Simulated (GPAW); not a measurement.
AlNH2Cl: calculation of the molecule and its ions (part 3 of 4)

AlNH2Cl, multiplicity 2, SMILES [NH2][Al][Cl]; vdW-DF2/dzp, UKS, scalar-relativistic datasets (GPAW 26.7.0). The geometry comes from this level: PBE0-D4/def2-TZVP.

Geometry of the input (Å):
```
N  -0.5494  0.4617  -0.2320
Al 0.4026  -0.2916  1.0491
Cl 1.9070  -1.6497  0.4408
H  -1.2936  1.1233  -0.0835
H  -0.4166  0.2827  -1.2159
```

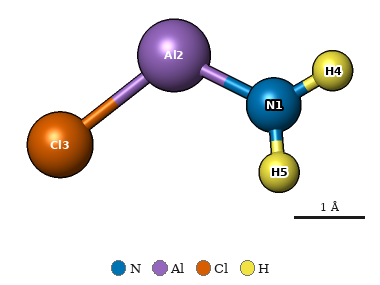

Figure 1. The structure as given in the input (ball-and-stick view, seen at a tilt; atoms are numbered from 1 in the order of the input). Sticks mark near contacts.

## Log, continued
```
  Cl:
    name:    Chlorine
    Z:       17.0
    valence: 7
    core:    10
    charge:  0.0  # [|e|]
    file:    Cl.PBE.gz
    compensation charges:
      type: gauss
      rc: 0.25  # [Å]
      lmax: 2
    cutoffs:
      filter: 1.40  # [Å]
      core: 1.49  # [Å]
    projectors
    | kind |    occ | energy [eV] | rcut [Å] |
    |------|--------|-------------|----------|
    |   3s |  2.000 |     -20.689 |    0.794 |
    |   3p |  5.000 |      -8.594 |    0.794 |
    |    s |        |       6.523 |    0.794 |
    |    p |        |      18.617 |    0.794 |
    |    d |        |       0.000 |    0.794 |

    LCAO basis set for Cl:
      Name: dzp
      File: Cl.dzp.basis.gz
      Number of radial functions: 5
      Number of spherical harmonics: 13
        l=0, rc=5.1719 Bohr: 3s-sz confined orbital
        l=1, rc=6.2656 Bohr: 3p-sz confined orbital
        l=0, rc=2.8281 Bohr: 3s-dz split-valence wave
        l=1, rc=3.5156 Bohr: 3p-dz split-valence wave
        l=2, rc=6.2656 Bohr: d-type Gaussian polarization
      Number of RI-basis functions 0

  H:
    name:    Hydrogen
    Z:       1.0
    valence: 1
    core:    0
    charge:  0.0  # [|e|]
    file:    H.PBE.gz
    compensation charges:
      type: gauss
      rc: 0.15  # [Å]
      lmax: 2
    cutoffs:
      filter: 0.85  # [Å]
      core: 0.53  # [Å]
    projectors
    | kind |    occ | energy [eV] | rcut [Å] |
    |------|--------|-------------|----------|
    |   1s |  1.000 |      -6.494 |    0.476 |
    |    s |        |      20.717 |    0.476 |
    |    p |        |       0.000 |    0.476 |

    LCAO basis set for H:
      Name: dzp
      File: H.dzp.basis.gz
      Number of radial functions: 3
      Number of spherical harmonics: 5
        l=0, rc=6.4219 Bohr: 1s-sz confined orbital
        l=0, rc=3.6094 Bohr: 1s-dz split-valence wave
        l=1, rc=6.4219 Bohr: p-type Gaussian polarization
      Number of RI-basis functions 0

Reference energy: -20665.074489  # eV

eigensolver:
  <gpaw.new.lcao.eigensolver.LCAOEigensolver object at 0xf19688e25d60>
density mixing:
  MSR1-Mixer
  Pratt-step length: 0.05
  Maximum mixing coefficient: 0.75
  Old densities: 10
  SVD Regularization: 0.005
  Good broyden scale: 1.0
  Trust region scale: 1.0
  Backstep threshold: 4.0
  History deletion threshold: 6.0
  Fourier metric: weight=20.0, sigma=0.015

occupation numbers:
  # Zero width

FastPoissonSolver using
    Stencil: 6*3+1=19 point O(h^6) finite-difference Laplacian
    FFT axes: []
    FST axes: [np.int64(2), np.int64(0), np.int64(1)]

xc functional:
  name: vdW-DF2 with libvdwxc
  Mode: serial
  Semilocal: GGA_X_RPW86+LDA_C_PW with 2 nearest neighbor stencil
  Local blocksize: 136 x 136 x 128
  PAW datasets: PBE
interpolation: tri-quintic # 5. degree polynomial

Initialization done in: 9.135 s

convergence criteria:
- Maximum [total energy] change in last 3 cyles: 0.0005 eV / valence electron
- Maximum integral of absolute [dens]ity change: 0.0001 electrons / valence electron
- Maximum integral of absolute [eigenst]ate change: 4e-08 eV^2 / valence electron
maximum number of iterations: 120

SCF iterations
|iter     |     time |      energy | eigst |  dens |
|---------|----------|-------------|-------|-------|
|iter:   1| 00:00:56 |  -89.437998 |      c|       |
|iter:   2| 00:00:58 |  -87.258155 |      c| -0.57 |
|iter:   3| 00:01:01 |  -79.808955 |      c| -0.61 |
|iter:   4| 00:01:04 |  -79.567908 |      c| -1.13 |
|iter:   5| 00:01:06 |  -79.543889 |      c| -1.45 |
|iter:   6| 00:01:09 |  -79.504198 |      c| -1.73 |
|iter:   7| 00:01:12 |  -79.503886 |      c| -2.35 |
|iter:   8| 00:01:15 |  -79.503463c|      c| -2.54 |
|iter:   9| 00:01:17 |  -79.503447c|      c| -3.31 |
|iter:  10| 00:01:20 |  -79.503446c|      c| -3.87 |
|iter:  11| 00:01:23 |  -79.503447c|      c| -4.52c|

Converged in 11 steps
SCF loop duration: 26.964 s (2.451 s/step)
Energy contributions relative to reference atoms: (reference = -20665.074489)

Energy contributions:
  Kinetic:          10.767991
  Coulomb:          -9.683508
  Zero:              0.838051
  External:          0.000000
  Xc:              -81.425981
  Entropy:           0.000000
  Spinorbit:         0.000000
  ----------------------------
  Free energy:     -79.503447
  Extrapolated:    -79.503447

dipole moment: (7.498944, 7.531826, 8.273571)  # |e|*Ang

Fermi level: -11.941
Eigenvalues  # (at kpt = [0.000, 0.000, 0.000])
| band index |      eig [eV] | occ [0-2] |
|------------|---------------|-----------|
|          0 |       -26.846 |     2.000 |
|          1 |       -26.227 |     2.000 |
|          2 |       -17.980 |     2.000 |
|          3 |       -17.382 |     2.000 |
|          4 |       -15.504 |     2.000 |
|          5 |       -13.780 |     2.000 |
|          6 |       -13.721 |     2.000 |
|          7 |       -12.355 |     2.000 |
|          8 |       -11.526 |     0.000 |
|          9 |        -7.621 |     0.000 |
|         10 |        -5.582 |     0.000 |
|         11 |        -5.045 |     0.000 |
|         12 |        -2.506 |     0.000 |
|         13 |        -2.480 |     0.000 |

Gap: 0.829 eV
Transition (v -> c):
  (s=0, k=0, n=7, [0.00, 0.00, 0.00]) -> (s=0, k=0, n=8, [0.00, 0.00, 0.00])
No difference between direct/indirect transitions
vacuum-level: 0.000  # V
oxidised      -79.50345 eV
  __  _  _
 | _ |_)|_||  |
 |__||  | ||/\| - 26.7.0

units:  Angstrom and eV
cores:  1
OpenMP: False

Versions:
  Python: 3.12.14
  ASE:    3.29.0
  Numpy:  2.5.5
  Scipy:  1.18.1
  Libxc:  7.0.0

        _gpaw.cpython-312-aarch64-linux-gnu.so

Input parameters:
  mode=LCAO(),
  basis={'default': 'dzp'},
  charge=-1,
  h=0.22,
  maxiter=120,
  occupations=Occupations(name='fermi-dirac', width=0.0, fixmagmom=False),
  symmetry=Symmetry(point_group=False, time_reversal=False),
  xc=XC(name='vdW-DF2', backend='libvdwxc')

timing:  # [seconds]
  Total: 36.112  # ━━━━━━━━━━━━━━━━━━━━━━━━━━━━━━━━━━━━━━━━━━━━━━━━━━━━━━━━━━
  Init:   9.134  # ━━━━━━━━━━━━━━╸
  SCF:   26.964  # ━━━━━━━━━━━━━━━━━━━━━━━━━━━━━━━━━━━━━━━━━━━╸

Max RSS: 2244.555  # MiB
          .------------------------------------.
         /|                                    |
        / |                                    |
       /  |                                    |
      /   |                                    |
     /    |                                    |
    /     |                                    |
   /      |                                    |
  /       |                                    |
 *        |                                    |
 |        |                                    |
 |        |                                    |
 |        |             Al                     |
 |        |          HN                        |
 |        |                Cl                  |
 |        |            H                       |
 |        |                                    |
 |        |                                    |
 |        .------------------------------------.
 |       /                                    /
 |      /                                    /
 |     /                                    /
 |    /                                    /
 |   /                                    /
 |  /                                    /
 | /                                    /
 |/                                    /
 *------------------------------------*

Atoms  # Å, Bohr magnetons
|   | symbol |        x |        y |        z |    initial magnetic moments |
|---|--------|----------|----------|----------|-----------------------------|
| 0 |      N | 6.744200 | 8.111400 | 6.983900 | ( 0.0000,  0.0000,  0.0000) |
| 1 |     Al | 7.696200 | 7.358100 | 8.265000 | ( 0.0000,  0.0000,  0.0000) |
| 2 |     Cl | 9.200600 | 6.000000 | 7.656700 | ( 0.0000,  0.0000,  0.0000) |
| 3 |      H | 6.000000 | 8.773000 | 7.132400 | ( 0.0000,  0.0000,  0.0000) |
| 4 |      H | 6.877000 | 7.932400 | 6.000000 | ( 0.0000,  0.0000,  0.0000) |

Unit cell  # Å
| periodic |         x |         y |         z |   lengths |    angles |
|----------|-----------|-----------|-----------|-----------|-----------|
|       no | 15.200600 |  0.000000 |  0.000000 | 15.200600 | 90.000000 |
|       no |  0.000000 | 14.773000 |  0.000000 | 14.773000 | 90.000000 |
|       no |  0.000000 |  0.000000 | 14.265000 | 14.265000 | 90.000000 |

Number of symmetries: 1
Symmetry operations  # r_c * U_cc + t_c -> r_c
|   | kind |            matrix            |
|---|------|------------------------------|
| 0 |  E   |  1, 0, 0,  0, 1, 0,  0, 0, 1 |

BZ-sampling:
  Number of BZ points: 1
  Number of IBZ points: 1

  Monkhorst-Pack size: [1, 1, 1]
  Monkhorst-Pack shift: [0, 0, 0]

K-points  # in reciprocal-cell coordinates
|   |                                coordinates |     weight |
|---|--------------------------------------------|------------|
| 0 | (  0.00000000,   0.00000000,   0.00000000) | 1.00000000 |

basis functions: 49
Spin-components: 1 (collinear spins)
Bands:           14
Projectors:      21
Spin-degeneracy: 2
Datatype:        <class 'float'>

  Storage: CPU
  Wave functions: 5_488 bytes (5_488 per core)

Parallelization:
  kpt:    1
  domain: 1
  band:   1

Density:
  Valence electrons: 17.0
  Components: 1
  Grid points: [68 68 64]
  Charge: -1.0  # |e|

Potential:
  Grid points: [68 68 64]

species:
  N:
    name:    Nitrogen
    Z:       7.0
    valence: 5
    core:    2
    charge:  0.0  # [|e|]
    file:    N.PBE.gz
    compensation charges:
      type: gauss
      rc: 0.18  # [Å]
      lmax: 2
    cutoffs:
      filter: 1.11  # [Å]
      core: 0.96  # [Å]
    projectors
    | kind |    occ | energy [eV] | rcut [Å] |
    |------|--------|-------------|----------|
    |   2s |  2.000 |     -18.583 |    0.603 |
    |   2p |  3.000 |      -7.089 |    0.529 |
    |    s |        |       8.629 |    0.603 |
    |    p |        |      20.123 |    0.529 |
    |    d |        |       0.000 |    0.577 |

    LCAO basis set for N:
      Name: dzp
      File: N.dzp.basis.gz
      Number of radial functions: 5
      Number of spherical harmonics: 13
        l=0, rc=4.8594 Bohr: 2s-sz confined orbital
        l=1, rc=6.0625 Bohr: 2p-sz confined orbital
        l=0, rc=2.6094 Bohr: 2s-dz split-valence wave
        l=1, rc=3.2656 Bohr: 2p-dz split-valence wave
        l=2, rc=6.0625 Bohr: d-type Gaussian polarization
      Number of RI-basis functions 0

  Al:
    name:    Aluminium
    Z:       13.0
    valence: 3
    core:    10
    charge:  0.0  # [|e|]
    file:    Al.PBE.gz
    compensation charges:
      type: gauss
      rc: 0.34  # [Å]
      lmax: 2
    cutoffs:
      filter: 1.91  # [Å]
      core: 2.36  # [Å]
    projectors
    | kind |    occ | energy [eV] | rcut [Å] |
    |------|--------|-------------|----------|
    |   3s |  2.000 |      -7.753 |    1.085 |
    |   3p |  1.000 |      -2.712 |    1.085 |
    |    s |        |      19.459 |    1.085 |
    |    p |        |      24.499 |    1.085 |
    |    d |        |       0.000 |    1.085 |

    LCAO basis set for Al:
      Name: dzp
      File: Al.dzp.basis.gz
      Number of radial functions: 5
      Number of spherical harmonics: 13
        l=0, rc=7.8750 Bohr: 3s-sz confined orbital
        l=1, rc=10.4219 Bohr: 3p-sz confined orbital
        l=0, rc=4.6094 Bohr: 3s-dz split-valence wave
        l=1, rc=6.2812 Bohr: 3p-dz split-valence wave
        l=2, rc=10.4219 Bohr: d-type Gaussian polarization
      Number of RI-basis functions 0

  Cl:
    name:    Chlorine
    Z:       17.0
    valence: 7
    core:    10
    charge:  0.0  # [|e|]
    file:    Cl.PBE.gz
    compensation charges:
      type: gauss
      rc: 0.25  # [Å]
      lmax: 2
    cutoffs:
      filter: 1.40  # [Å]
      core: 1.49  # [Å]
    projectors
    | kind |    occ | energy [eV] | rcut [Å] |
    |------|--------|-------------|----------|
    |   3s |  2.000 |     -20.689 |    0.794 |
    |   3p |  5.000 |      -8.594 |    0.794 |
    |    s |        |       6.523 |    0.794 |
    |    p |        |      18.617 |    0.794 |
    |    d |        |       0.000 |    0.794 |

    LCAO basis set for Cl:
      Name: dzp
      File: Cl.dzp.basis.gz
      Number of radial functions: 5
      Number of spherical harmonics: 13
        l=0, rc=5.1719 Bohr: 3s-sz confined orbital
        l=1, rc=6.2656 Bohr: 3p-sz confined orbital
        l=0, rc=2.8281 Bohr: 3s-dz split-valence wave
        l=1, rc=3.5156 Bohr: 3p-dz split-valence wave
        l=2, rc=6.2656 Bohr: d-type Gaussian polarization
      Number of RI-basis functions 0

  H:
    name:    Hydrogen
    Z:       1.0
    valence: 1
    core:    0
    charge:  0.0  # [|e|]
    file:    H.PBE.gz
    compensation charges:
      type: gauss
      rc: 0.15  # [Å]
      lmax: 2
    cutoffs:
      filter: 0.85  # [Å]
      core: 0.53  # [Å]
    projectors
    | kind |    occ | energy [eV] | rcut [Å] |
    |------|--------|-------------|----------|
    |   1s |  1.000 |      -6.494 |    0.476 |
    |    s |        |      20.717 |    0.476 |
    |    p |        |       0.000 |    0.476 |

    LCAO basis set for H:
      Name: dzp
      File: H.dzp.basis.gz
      Number of radial functions: 3
      Number of spherical harmonics: 5
        l=0, rc=6.4219 Bohr: 1s-sz confined orbital
        l=0, rc=3.6094 Bohr: 1s-dz split-valence wave
        l=1, rc=6.4219 Bohr: p-type Gaussian polarization
      Number of RI-basis functions 0

Reference energy: -20665.074489  # eV

eigensolver:
  <gpaw.new.lcao.eigensolver.LCAOEigensolver object at 0xf19688e3c6b0>
density mixing:
  MSR1-Mixer
  Pratt-step length: 0.05
  Maximum mixing coefficient: 0.75
  Old densities: 10
  SVD Regularization: 0.005
  Good broyden scale: 1.0
  Trust region scale: 1.0
  Backstep threshold: 4.0
  History deletion threshold: 6.0
  Fourier metric: weight=20.0, sigma=0.015

occupation numbers:
  # Zero width

FastPoissonSolver using
    Stencil: 6*3+1=19 point O(h^6) finite-difference Laplacian
    FFT axes: []
    FST axes: [np.int64(2), np.int64(0), np.int64(1)]

xc functional:
  name: vdW-DF2 with libvdwxc
  Mode: serial
  Semilocal: GGA_X_RPW86+LDA_C_PW with 2 nearest neighbor stencil
  Local blocksize: 136 x 136 x 128
  PAW datasets: PBE
interpolation: tri-quintic # 5. degree polynomial

          .------------------------------------.
         /|                                    |
        / |                                    |
       /  |                                    |
      /   |                                    |
     /    |                                    |
    /     |                                    |
   /      |                                    |
  /       |                                    |
 *        |                                    |
 |        |                                    |
 |        |                                    |
 |        |             Al                     |
 |        |          HN                        |
 |        |                Cl                  |
 |        |            H                       |
 |        |                                    |
 |        |                                    |
 |        .------------------------------------.
 |       /                                    /
 |      /                                    /
 |     /                                    /
 |    /                                    /
 |   /                                    /
 |  /                                    /
 | /                                    /
 |/                                    /
 *------------------------------------*

Atoms  # Å, Bohr magnetons
|   | symbol |        x |        y |        z |    initial magnetic moments |
|---|--------|----------|----------|----------|-----------------------------|
| 0 |      N | 6.744200 | 8.111400 | 6.983900 | ( 0.0000,  0.0000,  0.0000) |
| 1 |     Al | 7.696200 | 7.358100 | 8.265000 | ( 0.0000,  0.0000,  0.0000) |
| 2 |     Cl | 9.200600 | 6.000000 | 7.656700 | ( 0.0000,  0.0000,  0.0000) |
| 3 |      H | 6.000000 | 8.773000 | 7.132400 | ( 0.0000,  0.0000,  0.0000) |
| 4 |      H | 6.877000 | 7.932400 | 6.000000 | ( 0.0000,  0.0000,  0.0000) |

Unit cell  # Å
| periodic |         x |         y |         z |   lengths |    angles |
|----------|-----------|-----------|-----------|-----------|-----------|
|       no | 15.200600 |  0.000000 |  0.000000 | 15.200600 | 90.000000 |
|       no |  0.000000 | 14.773000 |  0.000000 | 14.773000 | 90.000000 |
|       no |  0.000000 |  0.000000 | 14.265000 | 14.265000 | 90.000000 |

Number of symmetries: 1
Symmetry operations  # r_c * U_cc + t_c -> r_c
|   | kind |            matrix            |
|---|------|------------------------------|
| 0 |  E   |  1, 0, 0,  0, 1, 0,  0, 0, 1 |

BZ-sampling:
  Number of BZ points: 1
  Number of IBZ points: 1

  Monkhorst-Pack size: [1, 1, 1]
  Monkhorst-Pack shift: [0, 0, 0]

K-points  # in reciprocal-cell coordinates
|   |                                coordinates |     weight |
|---|--------------------------------------------|------------|
| 0 | (  0.00000000,   0.00000000,   0.00000000) | 1.00000000 |

basis functions: 49
Spin-components: 1 (collinear spins)
Bands:           14
Projectors:      21
Spin-degeneracy: 2
Datatype:        <class 'float'>

  Storage: CPU
  Wave functions: 5_488 bytes (5_488 per core)

Parallelization:
  kpt:    1
  domain: 1
  band:   1

Density:
  Valence electrons: 17.0
  Components: 1
  Grid points: [68 68 64]
  Charge: -1.0  # |e|

Potential:
  Grid points: [68 68 64]
```
